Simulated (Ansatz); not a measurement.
# CH2BrFO2Si: a spread of methods and bases

Aim: run CH2BrFO2Si under a spread of inputs, and see what each costs and gives.

Method: the settings change from run to run; program: Ansatz 0.2.0, Gaussian basis.

### 1 The geometry

An earlier PBE0-D4 in a triple-zeta def2 set relaxation fixed the geometry.

SMILES `O[Si@@]1(Br)O[C@H]1F`, 8 atoms, charge 0, spin multiplicity 1.

Atoms are counted from 1 here; the program's logs count them from 0.

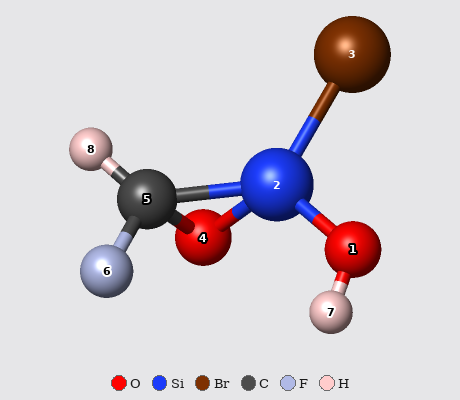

The geometry (oxygen red, silicon blue, bromine brown, carbon dark grey, fluorine light blue, hydrogen pink); atoms are numbered from 1 in the order of the file.

### 2 wPBEh/def2-TZVP

Set apart from the defaults: coordinates scaled by 0.92, density fitting with cc-pVTZ-jkfit.

File in.yaml:

```yaml
crystal:
  periodic: [false, false, false]
  atoms:
    - {symbol: O, position_ang: [0.802975, -0.340393, -1.540142]}
    - {symbol: Si, position_ang: [0.641800, -0.052224, -0.090030]}
    - {symbol: Br, position_ang: [2.432529, -0.293001, 0.765561]}
    - {symbol: O, position_ang: [-0.213443, 1.121051, 0.346092]}
    - {symbol: C, position_ang: [-0.807795, -0.020849, 0.718318]}
    - {symbol: F, position_ang: [-1.879416, -0.202205, 0.097699]}
    - {symbol: H, position_ang: [0.093982, -0.203995, -2.051388]}
    - {symbol: H, position_ang: [-0.985899, -0.061008, 1.702554]}
basis:
  gaussian: {orbitals: def2-TZVP, fitting: {mean_field: cc-pVTZ-jkfit}}
hamiltonian: {xc: {name: wPBEh}}
output: {forces: true}
```

Run with:

```sh
$ ansatz run in.yaml --threads 4 --pin off --events-out ev --progress --plain --max-ram 10444MiB
```

Log, shortened:

```text
Functional definition: wPBEh
  name "wPBEh"
  cite "Heyd, Scuseria & Ernzerhof, J. Chem. Phys. 118, 8207 (2003) doi:10.1063/1.1564060"
  cite "Krukau, Vydrov, Izmaylov & Scuseria, J. Chem. Phys. 125, 224106 (2006) doi:10.1063/1.2404663"
  cite "Heyd & Scuseria, J. Chem. Phys. 120, 7274 (2004) doi:10.1063/1.1668634"
  cite "Ernzerhof & Perdew, J. Chem. Phys. 109, 3313 (1998) doi:10.1063/1.476928"
  cite "Perdew, Burke & Ernzerhof, Phys. Rev. Lett. 77, 3865 (1996) doi:10.1103/PhysRevLett.77.3865"
  parent pbe
[...]
704 factors; integrals over basis functions are off by at most 8.3e-1 eV
704 factors; integrals over basis functions are off by at most 1.8e-7 eV
[...]
mean field -85789.16797360 eV, -3152.6937730432 hartree, gradient 7.6e-5 eV, S^2 0.000000; 0 other end points of the search recorded, 0 dependent functions left out
[...]
reference -85789.16800772 eV, -3152.6937742969 hartree; 41, 41 occupied and 180, 180 virtual orbitals, 704 factors
Total energy: -85789.16800772 eV, -3152.6937742969 hartree
Atom 0 at     0.802975    -0.340393    -1.540142 Å, force     4.169113    -1.970437    -3.685825 eV/Å
Atom 1 at     0.641800    -0.052224    -0.090030 Å, force     2.926879    -2.398078     1.285542 eV/Å
Atom 2 at     2.432529    -0.293001     0.765561 Å, force     4.328269    -0.573747     2.168712 eV/Å
Atom 3 at    -0.213443     1.121051     0.346092 Å, force    -0.974829     7.927759     0.443312 eV/Å
Atom 4 at    -0.807795    -0.020849     0.718318 Å, force     0.059871    -2.189663     2.497096 eV/Å
Atom 5 at    -1.879416    -0.202205     0.097699 Å, force    -6.031761    -1.204389    -3.295845 eV/Å
Atom 6 at     0.093982    -0.203995    -2.051388 Å, force    -3.932350     0.648555    -3.482563 eV/Å
Atom 7 at    -0.985899    -0.061008     1.702554 Å, force    -0.545191    -0.240000     4.069570 eV/Å
Dipole moment:     0.019521    -0.156935    -0.129357 e Å
```

Run time: 4.4 s. Hardware: 4 threads of Arm Neoverse V2, shared host; peak memory 0.75 GiB.

Largest force 8.000 eV/Å, dipole 0.98 D.

### 3 HSE06/cc-pVDZ

Set apart from the defaults: D3(BJ) with three-body dispersion.

File in.yaml:

```yaml
crystal:
  periodic: [false, false, false]
  atoms:
    - {symbol: O, position_ang: [0.872799, -0.369993, -1.674067]}
    - {symbol: Si, position_ang: [0.697609, -0.056765, -0.097859]}
    - {symbol: Br, position_ang: [2.644054, -0.318479, 0.832131]}
    - {symbol: O, position_ang: [-0.232004, 1.218533, 0.376187]}
    - {symbol: C, position_ang: [-0.878038, -0.022662, 0.780781]}
    - {symbol: F, position_ang: [-2.042843, -0.219788, 0.106195]}
    - {symbol: H, position_ang: [0.102154, -0.221734, -2.229770]}
    - {symbol: H, position_ang: [-1.071629, -0.066313, 1.850602]}
basis:
  gaussian: {orbitals: cc-pVDZ}
hamiltonian: {xc: {name: HSE06}, dispersion: d3bjatm}
```

Same command.

Log, shortened:

```text
Functional definition: HSE06
  name "HSE06"
  cite "Heyd, Scuseria & Ernzerhof, J. Chem. Phys. 118, 8207 (2003) doi:10.1063/1.1564060"
  cite "Krukau, Vydrov, Izmaylov & Scuseria, J. Chem. Phys. 125, 224106 (2006) doi:10.1063/1.2404663"
  cite "Heyd & Scuseria, J. Chem. Phys. 120, 7274 (2004) doi:10.1063/1.1668634"
  cite "Ernzerhof & Perdew, J. Chem. Phys. 109, 3313 (1998) doi:10.1063/1.476928"
  cite "Perdew, Burke & Ernzerhof, Phys. Rev. Lett. 77, 3865 (1996) doi:10.1103/PhysRevLett.77.3865"
  parent pbe
[...]
  # The whole range is PBE's own exchange, as in plane waves. The composition of these papers is wPBEh.
[...]
1100 factors; integrals over basis functions are off by at most 1.3e-3 eV
89 factors; integrals over basis functions are off by at most 2.6e-7 eV
[...]
mean field -85785.69044274 eV, -3152.5659761414 hartree, gradient 4.3e-6 eV, S^2 0.000000; 0 other end points of the search recorded, 0 dependent functions left out
reference -85785.69047285 eV, -3152.5659772477 hartree; 41, 41 occupied and 70, 70 virtual orbitals, 1100 factors
Total energy: -85785.82983554 eV, -3152.5710987322 hartree
```

It took 1.9 s on 4 threads of Arm Neoverse V2, shared host; peak memory 0.28 GiB.

### 4 CAM-B3LYP/cc-pVDZ

Options: D3(BJ) dispersion.

in.yaml: that of step 3 with these lines changed.

```diff
@@ -13,2 +13,2 @@
   gaussian: {orbitals: cc-pVDZ}
-hamiltonian: {xc: {name: HSE06}, dispersion: d3bjatm}
+hamiltonian: {xc: {name: CAM-B3LYP}, dispersion: d3bj}
```

Launched as before.

Log, shortened:

```text
Functional definition: CAM-B3LYP
  name "CAM-B3LYP"
  cite "Yanai, Tew & Handy, Chem. Phys. Lett. 393, 51 (2004) doi:10.1016/j.cplett.2004.06.011"
  cite "Iikura, Tsuneda, Yanai & Hirao, J. Chem. Phys. 115, 3540 (2001) doi:10.1063/1.1383587"
  cite "Becke, Phys. Rev. A 38, 3098 (1988) doi:10.1103/PhysRevA.38.3098"
  cite "Lee, Yang & Parr, Phys. Rev. B 37, 785 (1988) doi:10.1103/PhysRevB.37.785"
  cite "Vosko, Wilk & Nusair, Can. J. Phys. 58, 1200 (1980) doi:10.1139/p80-159"
[...]
  # Exact exchange under (alpha + beta erf(omega r))/r, Becke's under what is left of 1/r.
[...]
1100 factors; integrals over basis functions are off by at most 1.3e-3 eV
298 factors; integrals over basis functions are off by at most 6.0e-6 eV
[...]
mean field -85806.42033141 eV, -3153.3277854988 hartree, gradient 7.0e-5 eV, S^2 0.000000; 0 other end points of the search recorded, 0 dependent functions left out
reference -85806.42043788 eV, -3153.3277894115 hartree; 41, 41 occupied and 70, 70 virtual orbitals, 1100 factors
Total energy: -85806.58615744 eV, -3153.3338794930 hartree
```

Wall time 2 s (4 threads of Arm Neoverse V2, shared host); peak memory 0.31 GiB.

### 5 CCSD/def2-SVPD

Set apart from the defaults: relativity set to none.

in.yaml: that of step 4 with these lines changed.

```diff
@@ -12,3 +12,4 @@
 basis:
-  gaussian: {orbitals: cc-pVDZ}
-hamiltonian: {xc: {name: CAM-B3LYP}, dispersion: d3bj}
+  gaussian: {orbitals: def2-SVPD}
+hamiltonian: {xc: {name: HF}, pseudopotentials: {relativity: none}}
+correlation: {method: ccsd}
```

Launched as before.

Log, shortened:

```text
Functional definition: HF
  name "HF"
  cite "Fock, Z. Phys. 61, 126 (1930) doi:10.1007/BF01340294"
  parent pbe
[...]
1646 factors; integrals over basis functions are off by at most 1.0e-3 eV
[...]
mean field -85688.71917938 eV, -3149.0023479423 hartree, gradient 9.5e-6 eV, S^2 0.000000; 0 other end points of the search recorded, 0 dependent functions left out
18 core orbitals not correlated: weight in the atoms' cores, before any rotation towards them, 1.000 or more for the frozen orbitals, at most 0.000 for the correlated occupied ones
reference -85688.71917938 eV, -3149.0023479423 hartree; 23, 23 occupied and 129, 129 virtual orbitals, 1646 factors
second order -28.46367680 eV of doubles, -0.00000000 eV of singles
cycle   1  -28.10506995 eV  change    3.6e-1 eV  update   1.3e-1
[...]
cycle   9  -28.92616657 eV  change   -1.3e-5 eV  update   3.6e-5
Total energy: -85717.64534595 eV, -3150.0653649570 hartree
```

Run time: 25 s. Hardware: 4 threads of Arm Neoverse V2, shared host; peak memory 1.9 GiB.

T1 0.013.

### 6 B97/pcseg-2

in.yaml: that of step 5 with these lines changed.

```diff
@@ -12,4 +12,4 @@
 basis:
-  gaussian: {orbitals: def2-SVPD}
-hamiltonian: {xc: {name: HF}, pseudopotentials: {relativity: none}}
-correlation: {method: ccsd}
+  gaussian: {orbitals: pcseg-2}
+hamiltonian: {xc: {name: B97}}
+output: {forces: true}
```

The command is unchanged.

Log, shortened:

```text
Functional definition: B97
  name "B97"
  cite "Becke, J. Chem. Phys. 107, 8554 (1997) doi:10.1063/1.475007"
[...]
      + integral(e_c_pw_opposite_spin*poly(b97_u_opposite, cos0, cos1, cos2))
1396 factors; their error is unknown
[...]
mean field -85804.47407362 eV, -3153.2562618440 hartree, gradient 5.1e-5 eV, S^2 0.000000; 0 other end points of the search recorded, 0 dependent functions left out
[...]
reference -85804.47409873 eV, -3153.2562627670 hartree; 41, 41 occupied and 184, 184 virtual orbitals, 1396 factors
Total energy: -85804.47409873 eV, -3153.2562627670 hartree
Atom 0 at     0.872799    -0.369993    -1.674067 Å, force    -0.046363    -0.031125    -0.231260 eV/Å
Atom 1 at     0.697609    -0.056765    -0.097859 Å, force     0.090102    -0.046328     0.015009 eV/Å
Atom 2 at     2.644054    -0.318479     0.832131 Å, force     0.213841    -0.031408     0.107574 eV/Å
Atom 3 at    -0.232004     1.218533     0.376187 Å, force     0.045466     0.370056    -0.027169 eV/Å
Atom 4 at    -0.878038    -0.022662     0.780781 Å, force     0.027366    -0.179858     0.304499 eV/Å
Atom 5 at    -2.042843    -0.219788     0.106195 Å, force    -0.344350    -0.068087    -0.152697 eV/Å
Atom 6 at     0.102154    -0.221734    -2.229770 Å, force     0.032335    -0.012251    -0.015789 eV/Å
Atom 7 at    -1.071629    -0.066313     1.850602 Å, force    -0.018396    -0.001000    -0.000166 eV/Å
Dipole moment:     0.056261    -0.200457    -0.069187 e Å
```

Run time: 9.5 s. Hardware: 4 threads of Arm Neoverse V2, shared host; peak memory 0.76 GiB.

Largest force 0.383 eV/Å, dipole 1.05 D.

### 7 SVWN5/def2-mTZVP

This run has charge +1, multiplicity 2, atoms shaken by 0.03 Å, a point charge of 2.00 e beside it.

File in.yaml:

```yaml
crystal:
  periodic: [false, false, false]
  atoms:
    - {symbol: O, position_ang: [0.836195, -0.365297, -1.668641]}
    - {symbol: Si, position_ang: [0.684989, -0.020504, -0.070211]}
    - {symbol: Br, position_ang: [2.613689, -0.297697, 0.843424]}
    - {symbol: O, position_ang: [-0.207592, 1.218871, 0.377457]}
    - {symbol: C, position_ang: [-0.856458, 0.000544, 0.818468]}
    - {symbol: F, position_ang: [-2.061565, -0.255843, 0.058280]}
    - {symbol: H, position_ang: [0.130225, -0.237308, -2.185576]}
    - {symbol: H, position_ang: [-1.047140, -0.087039, 1.876038]}
basis:
  gaussian: {orbitals: def2-mTZVP, point_charges: [{charge: 2.00, position_ang: [5.363, 0.640, -0.002]}]}
total_charge: 1
magnetization: {spin_polarized: true, initial_magnetization: 1}
hamiltonian: {xc: {name: SVWN5}}
output: {forces: true}
```

The command is unchanged.

Log, shortened:

```text
Functional definition: SVWN5
  name "SVWN5"
  cite "Dirac, Proc. Camb. Phil. Soc. 26, 376 (1930) doi:10.1017/S0305004100016108"
  cite "Slater, Phys. Rev. 81, 385 (1951) doi:10.1103/PhysRev.81.385"
  cite "Vosko, Wilk & Nusair, Can. J. Phys. 58, 1200 (1980) doi:10.1139/p80-159"
[...]
1299 factors; their error is unknown
[...]
mean field -85611.33653340 eV, -3146.1585881545 hartree, gradient 3.9e-5 eV, S^2 0.750897; 3 other end points of the search recorded, 0 dependent functions left out
[...]
reference -85611.33656655 eV, -3146.1585893726 hartree; 41, 40 occupied and 109, 110 virtual orbitals, 1299 factors
Total energy: -85611.33656655 eV, -3146.1585893726 hartree
Atom 0 at     0.836195    -0.365297    -1.668641 Å, force     5.214027    -0.713628     6.050735 eV/Å
Atom 1 at     0.684989    -0.020504    -0.070211 Å, force     3.470761    -1.368901    -5.010815 eV/Å
Atom 2 at     2.613689    -0.297697     0.843424 Å, force     1.324967     0.018159     0.470602 eV/Å
Atom 3 at    -0.207592     1.218871     0.377457 Å, force    -1.828786    -0.630215     1.324493 eV/Å
Atom 4 at    -0.856458     0.000544     0.818468 Å, force    -6.257979     2.078100    -1.974442 eV/Å
Atom 5 at    -2.061565    -0.255843     0.058280 Å, force     3.883325     0.514487     2.268502 eV/Å
Atom 6 at     0.130225    -0.237308    -2.185576 Å, force    -5.437912     0.873509    -4.408661 eV/Å
Atom 7 at    -1.047140    -0.087039     1.876038 Å, force    -0.073019    -0.582195     1.177638 eV/Å
Dipole moment:    -1.998336    -0.128571    -0.028651 e Å
```

Wall time 2.5 s (4 threads of Arm Neoverse V2, shared host); peak memory 0.27 GiB.

Largest force 8.019 eV/Å, ⟨S²⟩ 0.751.

### 8 B3LYP/def2-mTZVP

Options: D3(BJ) dispersion, high accuracy.

File in.yaml:

```yaml
crystal:
  periodic: [false, false, false]
  atoms:
    - {symbol: O, position_ang: [0.872799, -0.369993, -1.674067]}
    - {symbol: Si, position_ang: [0.697609, -0.056765, -0.097859]}
    - {symbol: Br, position_ang: [2.644054, -0.318479, 0.832131]}
    - {symbol: O, position_ang: [-0.232004, 1.218533, 0.376187]}
    - {symbol: C, position_ang: [-0.878038, -0.022662, 0.780781]}
    - {symbol: F, position_ang: [-2.042843, -0.219788, 0.106195]}
    - {symbol: H, position_ang: [0.102154, -0.221734, -2.229770]}
    - {symbol: H, position_ang: [-1.071629, -0.066313, 1.850602]}
basis:
  gaussian: {orbitals: def2-mTZVP}
hamiltonian: {xc: {name: B3LYP}, dispersion: d3bj}
accuracy: high
output: {forces: true}
```

Launched as before.

Log, shortened:

```text
Functional definition: B3LYP
  name "B3LYP"
  cite "Stephens, Devlin, Chabalowski & Frisch, J. Phys. Chem. 98, 11623 (1994) doi:10.1021/j100096a001"
  cite "Becke, Phys. Rev. A 38, 3098 (1988) doi:10.1103/PhysRevA.38.3098"
  cite "Lee, Yang & Parr, Phys. Rev. B 37, 785 (1988) doi:10.1103/PhysRevB.37.785"
  cite "Vosko, Wilk & Nusair, Can. J. Phys. 58, 1200 (1980) doi:10.1139/p80-159"
[...]
2859 factors; integrals over basis functions are off by at most 1.5e-8 eV
[...]
mean field -85810.67701971 eV, -3153.4842159084 hartree, gradient 2.6e-8 eV, S^2 0.000000; 0 other end points of the search recorded, 0 dependent functions left out
[...]
reference -85810.67705940 eV, -3153.4842173672 hartree; 41, 41 occupied and 109, 109 virtual orbitals, 2859 factors
Total energy: -85811.02685898 eV, -3153.4970722644 hartree
Atom 0 at     0.872799    -0.369993    -1.674067 Å, force     0.258828    -0.139947    -0.258756 eV/Å
Atom 1 at     0.697609    -0.056765    -0.097859 Å, force     0.058735    -0.154171     0.034611 eV/Å
Atom 2 at     2.644054    -0.318479     0.832131 Å, force     0.368704    -0.049379     0.191345 eV/Å
Atom 3 at    -0.232004     1.218533     0.376187 Å, force    -0.037663     0.601191     0.037797 eV/Å
Atom 4 at    -0.878038    -0.022662     0.780781 Å, force     0.127955    -0.175011     0.572060 eV/Å
Atom 5 at    -2.042843    -0.219788     0.106195 Å, force    -0.555235    -0.119835    -0.296316 eV/Å
Atom 6 at     0.102154    -0.221734    -2.229770 Å, force    -0.233931     0.041600    -0.221388 eV/Å
Atom 7 at    -1.071629    -0.066313     1.850602 Å, force     0.012608    -0.004447    -0.059352 eV/Å
Dipole moment:     0.061224    -0.200683    -0.064182 e Å
```

Run time: 9.5 s. Hardware: 4 threads of Arm Neoverse V2, shared host; peak memory 0.77 GiB.

Largest force 0.641 eV/Å, dipole 1.05 D.

### 9 PBEsol/cc-pVDZ

Options: atoms shaken by 0.08 Å, a grid of angular degree 47.

File in.yaml:

```yaml
crystal:
  periodic: [false, false, false]
  atoms:
    - {symbol: O, position_ang: [0.821802, -0.289195, -1.661249]}
    - {symbol: Si, position_ang: [0.696304, 0.059921, -0.088488]}
    - {symbol: Br, position_ang: [2.776472, -0.361765, 0.970889]}
    - {symbol: O, position_ang: [-0.157964, 1.251516, 0.395524]}
    - {symbol: C, position_ang: [-0.839115, -0.035148, 0.732781]}
    - {symbol: F, position_ang: [-2.179554, -0.145143, 0.157627]}
    - {symbol: H, position_ang: [0.218683, -0.301327, -2.315003]}
    - {symbol: H, position_ang: [-1.035512, 0.036492, 1.915924]}
basis:
  gaussian: {orbitals: cc-pVDZ, final_grid: {core_spheres: 20, valence_spheres: 16, degree: 47}}
hamiltonian: {xc: {name: PBEsol}}
output: {forces: true}
```

Launched as before.

Log, shortened:

```text
Functional definition: PBEsol
  name "PBEsol"
  cite "Perdew et al., Phys. Rev. Lett. 100, 136406 (2008) doi:10.1103/PhysRevLett.100.136406"
  cite "Perdew, Burke & Ernzerhof, Phys. Rev. Lett. 77, 3865 (1996) doi:10.1103/PhysRevLett.77.3865"
  parent pbesol
[...]
1300 factors; their error is unknown
[...]
mean field -85696.14669417 eV, -3149.2753040763 hartree, gradient 7.5e-5 eV, S^2 0.000000; 0 other end points of the search recorded, 0 dependent functions left out
[...]
reference -85696.14672532 eV, -3149.2753052212 hartree; 41, 41 occupied and 70, 70 virtual orbitals, 1300 factors
Total energy: -85696.14672532 eV, -3149.2753052212 hartree
Atom 0 at     0.821802    -0.289195    -1.661249 Å, force     4.763086    -0.259876     3.041610 eV/Å
Atom 1 at     0.696304     0.059921    -0.088488 Å, force     5.564181    -4.873211    -1.592643 eV/Å
Atom 2 at     2.776472    -0.361765     0.970889 Å, force    -1.711844     0.384158    -0.996907 eV/Å
Atom 3 at    -0.157964     1.251516     0.395524 Å, force    -3.207778     4.592990     1.487462 eV/Å
Atom 4 at    -0.839115    -0.035148     0.732781 Å, force    -4.531715     0.522740     3.579076 eV/Å
Atom 5 at    -2.179554    -0.145143     0.157627 Å, force     2.714085     0.188891     0.480327 eV/Å
Atom 6 at     0.218683    -0.301327    -2.315003 Å, force    -3.986855     0.065752    -3.817934 eV/Å
Atom 7 at    -1.035512     0.036492     1.915924 Å, force     0.396840    -0.621445    -2.180990 eV/Å
Dipole moment:    -0.043669    -0.109447    -0.219303 e Å
```

Run time: 2.3 s. Hardware: 4 threads of Arm Neoverse V2, shared host.

Largest force 7.566 eV/Å, dipole 1.20 D.

### 10 wB97X-V/aug-pcseg-2

Options: charge -1, multiplicity 2, restricted open-shell orbitals.

File in.yaml:

```yaml
crystal:
  periodic: [false, false, false]
  atoms:
    - {symbol: O, position_ang: [0.872799, -0.369993, -1.674067]}
    - {symbol: Si, position_ang: [0.697609, -0.056765, -0.097859]}
    - {symbol: Br, position_ang: [2.644054, -0.318479, 0.832131]}
    - {symbol: O, position_ang: [-0.232004, 1.218533, 0.376187]}
    - {symbol: C, position_ang: [-0.878038, -0.022662, 0.780781]}
    - {symbol: F, position_ang: [-2.042843, -0.219788, 0.106195]}
    - {symbol: H, position_ang: [0.102154, -0.221734, -2.229770]}
    - {symbol: H, position_ang: [-1.071629, -0.066313, 1.850602]}
basis:
  gaussian: {orbitals: aug-pcseg-2}
total_charge: -1
magnetization: {spin_polarized: false, initial_magnetization: 1}
hamiltonian: {xc: {name: wB97X-V}}
output: {forces: true}
```

Same command.

Log, shortened:

```text
Functional definition: wB97X-V
  name "wB97X-V"
  cite "Mardirossian & Head-Gordon, Phys. Chem. Chem. Phys. 16, 9904 (2014) doi:10.1039/C3CP54374A"
  cite "Becke, J. Chem. Phys. 107, 8554 (1997) doi:10.1063/1.475007"
  cite "Vydrov & Van Voorhis, J. Chem. Phys. 133, 244103 (2010) doi:10.1063/1.3521275"
[...]
      + integral(e_c_pw_opposite_spin*poly(b97_u_opposite, cos0, cos1)) + vv10(b, c)
1688 factors; their error is unknown
597 factors; integrals over basis functions are off by at most 3.5e-5 eV
[...]
mean field -85801.06475302 eV, -3153.1309716229 hartree, gradient 6.6e-6 eV, S^2 0.750000; 6 other end points of the search recorded, 0 dependent functions left out
[...]
reference -85801.06475581 eV, -3153.1309717254 hartree; 42, 41 occupied and 297, 298 virtual orbitals, 1688 factors
Total energy: -85801.06475581 eV, -3153.1309717254 hartree
Atom 0 at     0.872799    -0.369993    -1.674067 Å, force     0.400181     0.000943     0.447659 eV/Å
Atom 1 at     0.697609    -0.056765    -0.097859 Å, force    -0.194004    -0.280021    -0.828306 eV/Å
Atom 2 at     2.644054    -0.318479     0.832131 Å, force     0.402712    -0.019684     0.354092 eV/Å
Atom 3 at    -0.232004     1.218533     0.376187 Å, force    -0.132652     0.293974     0.233066 eV/Å
Atom 4 at    -0.878038    -0.022662     0.780781 Å, force     0.297667     0.013949     0.388700 eV/Å
Atom 5 at    -2.042843    -0.219788     0.106195 Å, force    -0.366980    -0.044167    -0.120017 eV/Å
Atom 6 at     0.102154    -0.221734    -2.229770 Å, force    -0.361566     0.003788    -0.475585 eV/Å
Atom 7 at    -1.071629    -0.066313     1.850602 Å, force    -0.045358     0.031218     0.000391 eV/Å
Dipole moment:     0.659355     0.296741     2.221981 e Å
```

Run time: 2.6 min. Hardware: 4 threads of Arm Neoverse V2, shared host; peak memory 3.2 GiB.

Largest force 0.896 eV/Å.

### 11 The runs in one table

```csv
level,charge,multiplicity,geometry,functions,energy (eV),time
wPBEh/def2-TZVP,0,1,scaled,221,-85789.168,4.4 s
HSE06/cc-pVDZ,0,1,relaxed,111,-85785.830,1.9 s
CAM-B3LYP/cc-pVDZ,0,1,relaxed,111,-85806.586,2 s
CCSD/def2-SVPD,0,1,relaxed,170,-85717.645,25 s
B97/pcseg-2,0,1,relaxed,225,-85804.474,9.5 s
SVWN5/def2-mTZVP,1,2,"shaken, point charge",150,-85611.337,2.5 s
B3LYP/def2-mTZVP,0,1,relaxed,150,-85811.027,9.5 s
PBEsol/cc-pVDZ,0,1,shaken,111,-85696.147,2.3 s
wB97X-V/aug-pcseg-2,-1,2,relaxed,339,-85801.065,2.6 min
```

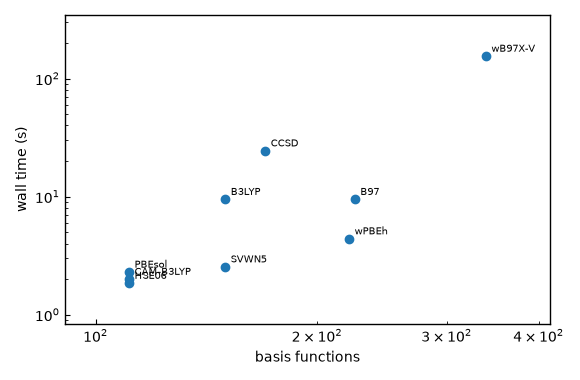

Wall time against the number of basis functions (shared host).

### 12 What came out

```
                                         quantity                         value
                                             runs                             9
                                         quickest          HSE06/cc-pVDZ, 1.9 s
                                          slowest  wB97X-V/aug-pcseg-2, 2.6 min
spread of total energies, same state and geometry                       93.4 eV
                  dipole, same state and geometry                1.05 to 1.05 D
```

wB97X-V/aug-pcseg-2 took 84 times as long as HSE06/cc-pVDZ. The jobs differ in tasks and options as well as level. Total energies at one charge and spin differ by 93 eV between levels, so only differences within one level mean anything. At the PBE0-D4/def2-TZVP geometry and in the same state, the sound runs without point charges leave forces up to 0.64 eV/Å (B3LYP/def2-mTZVP), against 8.0 eV/Å where the atoms were moved.
